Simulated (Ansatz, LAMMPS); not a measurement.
# Aqueous Sr2+ and TFSI-, 8.8 mol of salt per kg of water at 360 K (150 atoms), the geometry as built

This is the geometry as built. Method: Kohn-Sham DFT, PBEsol, PAW (set soft_2), plane waves (Ansatz 0.2.0); cutoff 420 eV, Γ point, fermi-dirac smearing of 0.05 eV; density 1.99 g/cm³.

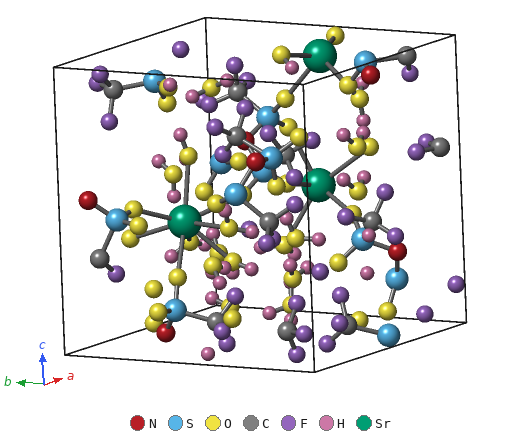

The structure (nitrogen red, sulfur blue, oxygen yellow, carbon grey, fluorine purple, hydrogen pink, strontium teal). Bonds to atoms that aren't drawn are left out. Some periodic images of atoms are drawn too.

Cell vectors (Å):

```
12.398 0.000 0.000
0.000 12.398 0.000
0.000 0.000 12.398
```

Positions (Å):

```
1 N 0.544 11.269 6.635
2 S 1.318 10.348 5.719
3 O 0.812 8.973 5.630
4 O 2.752 10.388 5.918
5 C 1.047 11.116 4.045
6 F 0.928 0.095 4.167
7 F 12.337 10.591 3.392
8 F 2.117 10.979 3.213
9 S 11.337 11.236 6.402
10 O 10.873 11.858 5.188
11 O 10.684 9.947 6.639
12 C 10.908 0.045 7.812
13 F 9.614 0.443 7.807
14 F 11.670 1.191 7.829
15 F 11.131 11.886 9.087
16 N 6.673 0.753 11.608
17 S 6.272 0.113 0.510
18 O 7.236 12.313 1.601
19 O 5.481 11.284 0.496
20 C 5.179 1.468 1.046
21 F 5.201 2.530 0.179
22 F 5.640 2.038 2.220
23 F 3.889 1.055 1.377
24 S 7.872 1.726 11.897
25 O 8.017 2.721 10.822
26 O 7.830 2.509 0.740
27 C 9.296 0.539 11.998
28 F 10.186 0.959 11.062
29 F 8.991 11.593 11.661
30 F 9.867 0.491 0.779
31 N 1.955 3.722 8.510
32 S 1.227 4.331 7.193
33 O 1.699 5.612 6.635
34 O 12.221 4.364 7.338
35 C 1.666 2.991 6.008
36 F 2.028 1.904 6.765
37 F 2.551 3.409 5.109
38 F 0.612 2.512 5.305
39 S 3.469 3.880 8.401
40 O 4.265 2.947 9.220
41 O 4.019 4.013 7.079
42 C 3.592 5.641 9.208
43 F 2.420 5.969 9.783
44 F 3.973 6.586 8.310
45 F 4.447 5.687 10.272
46 N 3.167 9.279 0.600
47 S 2.591 8.989 11.552
48 O 1.718 7.786 11.515
49 O 3.546 9.000 10.449
50 C 1.523 10.399 11.291
51 F 1.009 10.349 10.002
52 F 2.151 11.576 11.395
53 F 0.460 10.373 12.139
54 S 2.514 8.366 1.739
55 O 3.147 8.572 3.029
56 O 1.024 8.295 1.917
57 C 3.106 6.693 1.236
58 F 3.806 6.148 2.257
59 F 3.890 6.703 0.167
60 F 2.066 5.792 1.065
61 N 11.117 2.500 3.140
62 S 10.244 3.665 3.744
63 O 9.357 4.376 2.847
64 O 10.935 4.553 4.657
65 C 9.310 2.588 4.738
66 F 8.045 3.110 5.126
67 F 9.931 2.271 5.911
68 F 9.109 1.335 4.214
69 S 11.811 3.016 1.807
70 O 11.033 3.059 0.543
71 O 0.312 4.176 2.010
72 C 0.632 1.663 1.568
73 F 0.039 0.461 1.618
74 F 1.567 1.717 2.595
75 F 1.321 1.661 0.446
76 N 8.523 8.267 8.007
77 S 8.254 7.246 6.815
78 O 9.438 6.838 6.095
79 O 7.157 7.646 5.948
80 C 7.647 5.768 7.704
81 F 8.692 5.046 8.188
82 F 6.987 4.943 6.891
83 F 6.849 6.063 8.744
84 S 9.731 7.839 8.832
85 O 9.441 6.753 9.756
86 O 11.044 7.646 8.194
87 C 9.846 9.358 9.817
88 F 9.340 9.146 11.061
89 F 9.193 10.395 9.329
90 F 11.150 9.677 10.059
91 O 4.017 6.459 5.136
92 H 4.564 5.649 4.922
93 H 3.509 6.304 5.983
94 O 7.266 11.131 6.610
95 H 7.429 11.236 5.629
96 H 7.503 11.981 7.080
97 O 11.122 8.132 3.073
98 H 11.967 8.163 2.539
99 H 10.655 9.013 3.009
100 O 6.867 5.143 2.552
101 H 7.800 4.975 2.871
102 H 6.217 4.841 3.249
103 O 1.425 5.734 4.001
104 H 0.930 5.116 3.390
105 H 2.391 5.756 3.743
106 O 5.148 0.656 6.872
107 H 6.019 0.875 7.310
108 H 4.396 0.897 7.485
109 O 12.190 5.840 12.043
110 H 0.183 5.379 0.442
111 H 0.198 6.749 11.952
112 O 7.027 1.774 8.398
113 H 6.275 1.973 9.027
114 H 7.898 1.987 8.843
115 O 7.410 8.647 1.021
116 H 7.516 9.595 1.321
117 H 6.727 8.602 0.292
118 O 5.901 8.224 10.747
119 H 5.729 7.323 11.144
120 H 5.031 8.648 10.494
121 O 4.936 11.954 4.194
122 H 4.861 0.187 3.421
123 H 4.928 0.075 5.049
124 O 5.300 3.945 4.622
125 H 4.928 4.135 5.530
126 H 5.612 2.996 4.581
127 O 11.135 4.098 9.615
128 H 11.921 4.419 10.144
129 H 11.366 4.096 8.642
130 O 6.675 5.161 12.216
131 H 6.546 5.120 0.809
132 H 6.226 4.377 11.788
133 O 7.218 10.407 3.756
134 H 6.800 11.093 3.160
135 H 8.168 10.258 3.479
136 O 9.853 7.105 0.770
137 H 9.199 7.810 0.495
138 H 10.216 7.322 1.677
139 O 9.837 10.616 2.795
140 H 10.275 11.133 3.530
141 H 9.999 11.075 1.921
142 O 5.510 9.258 7.813
143 H 6.261 9.855 7.532
144 H 5.261 9.459 8.760
145 O 6.059 7.590 3.266
146 H 5.972 6.626 3.014
147 H 6.719 8.034 2.660
148 Sr 9.404 4.929 11.711
149 Sr 11.886 6.776 5.605
150 Sr 4.908 9.201 5.090
```

Q: Give the force and the charge of every atom.

Columns: atom, q, fx, fy, fz (forces in eV/Å, q the Löwdin charge in e).

```
1 -0.84 -1.514 1.125 1.158
2 2.22 1.046 -2.553 -1.445
3 -0.80 -0.098 0.303 -0.230
4 -0.76 0.176 0.494 0.210
5 0.61 0.243 1.557 -2.423
6 -0.21 -0.409 -2.300 0.516
7 -0.21 1.884 0.869 1.096
8 -0.20 -0.967 -0.311 0.883
9 2.13 -1.313 -1.252 0.842
10 -0.71 0.146 0.852 -0.258
11 -0.70 0.850 1.226 0.453
12 0.66 0.514 1.396 3.245
13 -0.19 0.852 -0.733 -0.545
14 -0.20 -0.712 -1.489 -0.770
15 -0.22 -0.011 0.687 -2.687
16 -0.83 1.525 0.439 -3.053
17 2.20 -2.387 -4.825 4.946
18 -0.74 0.641 1.178 -0.702
19 -0.70 -0.293 1.269 -1.675
20 0.60 -1.553 2.430 2.464
21 -0.21 -1.217 -1.370 0.483
22 -0.23 -0.325 -0.856 -0.528
23 -0.21 1.837 0.566 -1.216
24 2.13 0.000 3.481 0.807
25 -0.75 0.627 -1.284 -0.781
26 -0.71 0.586 -1.288 -0.267
27 0.65 1.533 -2.153 -1.901
28 -0.19 -0.547 -0.186 0.850
29 -0.23 -0.055 2.546 0.653
30 -0.16 -0.070 0.296 0.238
31 -0.82 -2.782 0.300 -0.903
32 2.16 2.549 0.865 0.227
33 -0.74 0.107 -0.696 0.795
34 -0.69 -2.611 -0.409 -0.083
35 0.65 -0.793 -2.179 -1.263
36 -0.21 0.673 0.945 -1.018
37 -0.17 -0.021 -0.693 0.632
38 -0.20 0.060 0.961 0.462
39 2.17 4.352 0.094 2.361
40 -0.71 -1.565 0.916 -0.187
41 -0.74 0.077 0.521 -1.064
42 0.63 0.365 0.797 1.466
43 -0.19 0.220 -0.182 -1.236
44 -0.20 -0.445 -0.873 0.618
45 -0.22 0.231 -0.593 -1.200
46 -0.83 -0.201 0.031 0.493
47 2.17 -0.854 -2.952 -0.976
48 -0.72 0.562 1.937 0.167
49 -0.68 -0.791 1.055 0.674
50 0.66 -2.224 1.753 -1.712
51 -0.22 1.067 -0.136 1.450
52 -0.19 -0.028 -0.570 0.296
53 -0.21 1.057 0.000 -0.415
54 2.14 -2.333 0.240 1.732
55 -0.74 0.689 0.341 -0.470
56 -0.70 2.734 0.136 -1.424
57 0.64 -0.542 -2.627 0.212
58 -0.20 0.120 0.288 -0.159
59 -0.17 -0.236 -0.095 0.453
60 -0.22 1.259 1.291 -0.236
61 -0.80 0.212 0.694 -1.271
62 2.22 0.432 1.688 -0.217
63 -0.70 0.090 -0.385 -0.477
64 -0.77 0.342 -0.016 0.228
65 0.63 -3.405 -3.901 3.977
66 -0.23 2.292 -0.509 -1.257
67 -0.20 0.034 1.324 -0.789
68 -0.20 -0.452 1.873 -0.481
69 2.11 1.381 0.791 -1.872
70 -0.75 0.309 0.120 1.509
71 -0.70 -1.108 -0.529 -0.126
72 0.68 1.880 -2.070 1.230
73 -0.21 -0.384 0.268 0.294
74 -0.22 -1.299 0.610 -1.269
75 -0.17 -0.353 1.099 -0.443
76 -0.82 -1.478 -0.234 -2.296
77 2.20 -1.783 1.175 -1.055
78 -0.79 0.650 -0.491 -0.258
79 -0.72 0.383 0.163 0.922
80 0.65 -0.314 -2.002 1.092
81 -0.22 -0.281 0.103 -0.516
82 -0.19 -0.129 0.433 -0.299
83 -0.19 0.376 0.239 -0.696
84 2.18 3.316 -1.348 1.458
85 -0.79 -0.129 0.317 0.947
86 -0.76 -0.786 0.274 -0.107
87 0.66 1.011 1.355 2.641
88 -0.22 -0.271 -0.500 -0.474
89 -0.17 -0.015 -0.350 -0.564
90 -0.21 -1.196 -0.655 -0.761
91 -0.71 0.075 0.022 0.486
92 0.39 -0.644 1.042 0.379
93 0.40 0.538 -0.437 -0.921
94 -0.69 0.347 0.600 -0.140
95 0.39 -0.061 -0.024 0.669
96 0.40 -0.251 -1.060 -0.753
97 -0.73 -0.381 -0.598 0.197
98 0.39 -0.344 0.375 0.363
99 0.38 0.418 -0.243 -0.142
100 -0.68 -0.578 -0.163 0.185
101 0.39 -0.851 0.026 -0.100
102 0.38 0.787 -0.443 -0.199
103 -0.75 -0.394 -0.145 -0.511
104 0.38 0.819 0.415 0.099
105 0.40 -1.119 0.026 0.477
106 -0.71 -0.809 0.066 0.109
107 0.38 -0.851 0.246 0.050
108 0.41 1.230 -0.162 -0.662
109 -0.74 -0.161 -0.409 0.148
110 0.38 -0.267 0.810 -0.839
111 0.41 -0.162 -0.990 0.282
112 -0.69 0.144 0.040 0.470
113 0.41 1.081 0.054 -0.479
114 0.41 -1.345 -0.139 -0.171
115 -0.67 0.125 0.634 0.197
116 0.39 -0.507 -0.971 -0.733
117 0.40 0.418 0.521 0.226
118 -0.73 0.768 -0.649 0.759
119 0.38 -0.090 1.098 -0.795
120 0.37 0.473 -0.877 0.849
121 -0.74 -0.089 0.468 -0.314
122 0.40 -0.053 -0.712 1.224
123 0.40 0.071 -0.004 -0.317
124 -0.70 0.143 -0.391 0.032
125 0.39 0.469 -1.061 -0.346
126 0.42 -0.516 1.272 0.391
127 -0.77 0.016 0.167 1.252
128 0.40 -0.612 -0.237 -0.898
129 0.39 0.070 0.171 1.102
130 -0.75 0.110 -0.489 -0.704
131 0.39 0.097 -0.316 -0.077
132 0.40 0.474 0.991 0.841
133 -0.72 -0.317 0.032 0.098
134 0.39 0.830 -0.436 0.466
135 0.39 -0.585 0.512 -0.180
136 -0.77 -0.647 -0.131 -0.503
137 0.39 0.355 -0.442 0.830
138 0.39 -0.242 0.200 -0.350
139 -0.65 0.127 0.233 -0.311
140 0.40 -0.266 -0.090 -0.613
141 0.41 -0.157 -0.373 1.269
142 -0.74 -0.155 0.429 -0.011
143 0.38 -0.295 -0.031 0.669
144 0.41 0.486 -0.130 -1.409
145 -0.76 -0.338 0.542 0.289
146 0.37 0.826 1.243 -0.101
147 0.38 -0.526 -0.727 -0.035
148 1.75 0.537 0.584 -0.196
149 1.74 0.189 0.491 -0.185
150 1.76 0.580 -0.544 -0.540
```

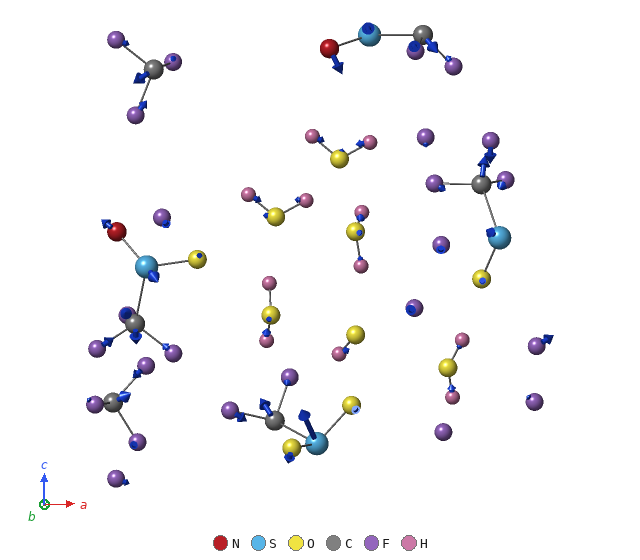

The forces as arrows, the longest 7.31 eV/Å. Drawn is a slice 4 Å thick, seen along the normal of the ac plane. Bonds to atoms that aren't drawn are left out.

The force components of 1.1 eV/Å r.m.s. hold both thermal displacement and the mismatch between the potential that made the cell and DFT, above all in bond lengths inside molecules. The network of contacts between molecules at the start is that of the classical potential that made the cell, and needn't be the one that DFT or experiment would give. The functional has no dispersion term, which matters for the binding between molecules or layers. The density was typed from a rule of thumb and may lie off the real one at this temperature. Only the Γ point is sampled, in a cell whose shortest periodic width is 12 Å. The Löwdin charges lack the electrons that the projection spills, 0.070 e an atom on average.

The r.m.s. force component is 1.09 eV/Å; the longest force, 7.31 eV/Å, acts on S17.

[Logs are printed without paths, hosts, clocks, repeated set-up lines and the standing remarks that a program may print on its own settings, such as how far it seeks lower states.]

[Hosts, paths, dates, database ids (printed as entryN), source tags and the programs' standing remarks are cut or masked in the printed files.]
